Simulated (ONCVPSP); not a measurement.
Pseudopotential generation for H

System: hydrogen (H, Z = 1), core none, reference valence 1s1, valence charge 1.
Method: ONCV potential, PBE, scalar-relativistic, made with ONCVPSP 4.0.1.

## The input
```
# ATOM AND REFERENCE CONFIGURATION
# atsym  z   nc   nv     iexc    psfile
  H 1.00    0    1        4      upf
#
#   n    l    f
    1    0    1.00
#
# PSEUDOPOTENTIAL AND OPTIMIZATION
# lmax
    1
#
#   l,   rc,      ep,       ncon, nbas, qcut
    0    0.80    0.00    4    7    6.90
    1    0.60    0.41    4    8   16.60
#
# LOCAL POTENTIAL
# lloc, lpopt,  rc(5),   dvloc0
    4    5    0.60    4.00
#
# VANDERBILT-KLEINMAN-BYLANDER PROJECTORs
# l, nproj, debl
    0    3    0.60
    1    1    1.50
#
# MODEL CORE CHARGE
# icmod, fcfact, rcfact
    0    0.00    0.00
#
# LOG DERIVATIVE ANALYSIS
# epsh1, epsh2, depsh
   -2.00    5.00    0.02
#
# OUTPUT GRID
# rlmax, drl
    6.00    0.01
#
# TEST CONFIGURATIONS
# ncnf
    1
# nvcnf
#   n    l    f
    1
    1    0    0.50
#
```

Hardware: 1 CPU thread, shared host.

Run as:
```bash
oncvpsp.x < H.dat > H.out
```

## Log (extracts)
```
ONCVPSP  (Optimized Norm-Conservinng Vanderbilt PSeudopotential)
scalar-relativistic version 4.0.1

#   n    l    f        energy (Ha)
    1    0    1.00    -2.3860194E-01

Reference configufation results
  iterations    22
  all-electron total energy (Ha)   -4.58934602D-01

Begin loop to  construct optimized pseudo wave functions
and semi-local pseudopoentials for all angular momenta

   Wellstate for l =  0  n =  2
     eigenvalue =   0.3614
     asymptotic potential =   0.8614
     half-point radius =  4.9650

   Wellstate for l =  0  n =  3
     eigenvalue =   0.9614
     asymptotic potential =   1.4614
     half-point radius =  5.2415

Calculating optimized projector #   1

 for l=   0

    Fraction of norm inside rc  0.198451
    Optimizing pswf for qcut=   6.88 a_B^-1,  ecut=  23.66 Ha
    Residual kinetic energy error=  8.09D-04 Ha

    Energy error per electron        Cutoff
         Ha          eV             Ha
         0.01000     0.27211        9.98
         0.00100     0.02721       22.25
         0.00010     0.00272      114.35
         0.00001     0.00027      178.69

Calculating optimized projector #   2

 for l=   0

    Fraction of norm inside rc  0.086726
    Optimizing pswf for qcut=   6.88 a_B^-1,  ecut=  23.66 Ha
    Residual kinetic energy error=  4.22D-04 Ha

    Energy error per electron        Cutoff
         Ha          eV             Ha
         0.01000     0.27211        7.72
         0.00100     0.02721       19.12
         0.00010     0.00272       32.37
         0.00001     0.00027      194.89

Calculating optimized projector #   3

 for l=   0

    Fraction of norm inside rc  0.067740
    Optimizing pswf for qcut=   6.88 a_B^-1,  ecut=  23.66 Ha
    Residual kinetic energy error=  4.70D-04 Ha

    Energy error per electron        Cutoff
         Ha          eV             Ha
         0.01000     0.27211        8.03
         0.00100     0.02721       19.54
         0.00010     0.00272       33.32
         0.00001     0.00027      234.22

   Wellstate for l =  1  n =  2
     eigenvalue =   0.4100
     asymptotic potential =   0.9100
     half-point radius =  3.6814

Calculating optimized projector #   1

 for l=   1

    Fraction of norm inside rc  0.002953
    Optimizing pswf for qcut=  16.60 a_B^-1,  ecut= 137.77 Ha
    Residual kinetic energy error=  2.08D-09 Ha

    Energy error per electron        Cutoff
         Ha          eV             Ha
         0.01000     0.27211        2.01
         0.00100     0.02721        4.85
         0.00010     0.00272       12.81
         0.00001     0.00027       30.45

Construct Vanderbilt / Kleinmman-Bylander projectors

B matrix Hermiticity error, ll=   0
   1   2    6.2185E-06
   1   3   -1.3303E-05
   2   3    5.1972E-06

  Orthonormal projector coefficients -1.6720E+02 -4.8278E+00 -1.4796E+00

Pseudoatom total energy   -0.458790

Diagnostic tests using Vanderbilt-Kleinman-Bylander pseudopotentials
  1 or more projectors used as specified by nproj input data

   l    rcore       rmatch      e in        delta e   norm test  slope test

   0   0.8037126   0.8281151  -0.2386019   0.0000072   1.0000249   0.9998630
   0   0.8037126   0.8281151   0.3613981   0.0000394   1.0000530   1.0000530
   0   0.8037126   0.8281151   0.9613981   0.0000347   1.0000684   1.0000684

   1   0.6031116   0.6214234   0.4100000   0.0000277   1.0000006   1.0000006

 Testing for bound ghosts
   n   l    E NL Schr. Eq   E Basis Diag.   E Cutoff

       0                       -2.391949    403.07  WARNING - GHOST(-)
   1   0       -0.238595       -0.027655    403.07

 Testing for highly-localized positive-energy ghosts
       l    <radius>/rc     E Basis Diag.   E Cutoff

Test configuration 0

   n   l     f        eae           eps        diff
   1   0  1.0000   -0.23860194   -0.23859475    7.19D-06

    Total energies and differences
      AE_ref= -4.58934602D-01  AE_tst= -4.58934602D-01  dif=  0.00D+00
      PS_ref= -4.58790372D-01  PS_tst= -4.58790372D-01  dif= -5.00D-16
      PSP excitation error=  5.00D-16

Test configuration 1

   n   l     f        eae           eps        diff
   1   0  0.5000   -0.46601318   -0.46591566    9.75D-05

    Total energies and differences
      AE_ref= -4.58934602D-01  AE_tst= -2.83946893D-01  dif=  1.75D-01
      PS_ref= -4.58790372D-01  PS_tst= -2.83823428D-01  dif=  1.75D-01
      PSP excitation error=  2.08D-05
```

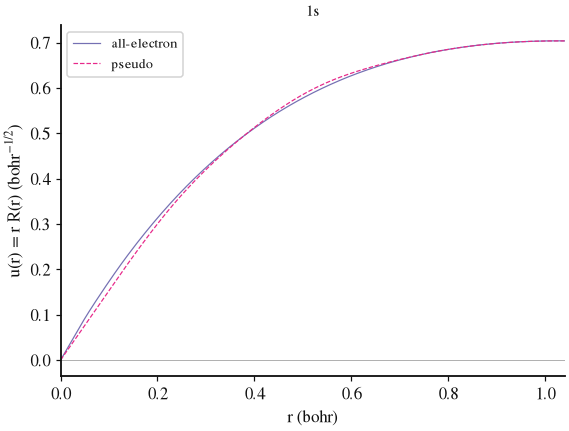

*Partial waves u(r) = r R(r), all-electron (solid) and pseudo (dashed). Reference configuration 1s1.*

- Matching radii: 1s at 0.80 bohr. The curves merge smoothly, so the plot gives these only roughly.
- Nodes of the pseudo-waves: 1s has no node.
- Cutoffs needed: 22 Ha (loose) and 114 Ha (tight), as the cutoffs at which the residual kinetic energy of the hardest occupied pseudo-wave falls to 1 and 0.1 mHa per electron. The potential isn't sound: its ghost test gives GHOST(-) flagged for s at -65.1 eV; no localised positive-energy state flagged.

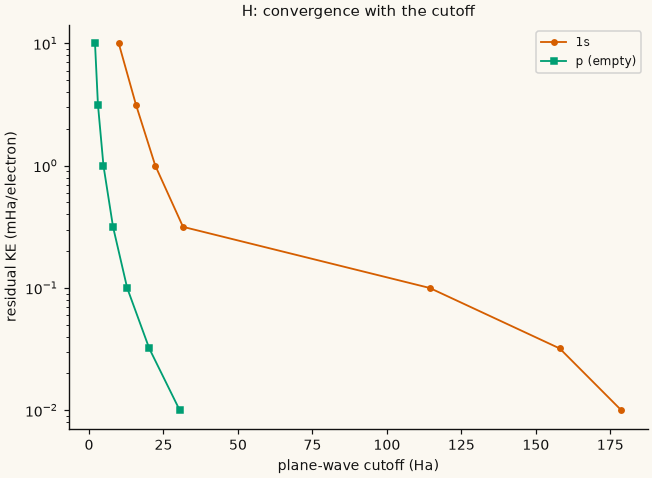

*Residual kinetic energy of the pseudo-waves (the first of each channel, and further valence shells) beyond the plane-wave cutoff, as the generator prints it.*

- Cutoffs for the occupied states: 22 Ha for 1 mHa and 114 Ha for 0.1 mHa per electron. The first is set by 1s.
- Hardest wave at 1 mHa per electron: 1s, with rc = 0.80 bohr and qcut = 6.9 1/bohr. The optimisation minimises, but can't always remove, the kinetic energy above qcut²/2 = 23.8 Ha, and a larger rc would as a rule soften the wave at some cost in transferability.
- Cutoffs for 1 mHa per electron: 1s: 22 Ha; p (empty): 4.9 Ha.

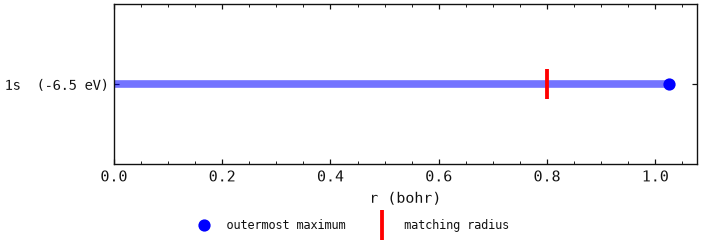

*Outer shells of the all-electron reference atom: each bar runs from the outermost node (or the nucleus) to the outermost maximum of u(r); the tick is the radius chosen for the pseudo-wave. Shells without a tick have no pseudo-wave of their own. Levels, nodes and maxima are from ld1.x, scalar-relativistic.*

- Radii against the shells: 1s: 0.80 bohr, inside the maximum.

## Results in brief

- outcome: generated, with a ghost state
- cutoffs needed: 22 Ha and 114 Ha (the cutoffs at which the residual kinetic energy of the hardest occupied pseudo-wave falls to 1 and 0.1 mHa per electron)
- ghost test: GHOST(-) flagged for s at -65.1 eV; no localised positive-energy state flagged
- range over which the phases arctan(r R′/R) at the test radius agree within 0.05 rad (a looser test near the poles than one of phase shifts): s: over the whole range computed; p: over the whole range computed; d: not judged, local potential alone; f: not judged, local potential alone
- wall time: 1.7 s

## Notes

The potential has a bound ghost state, so it can't be used as it stands.
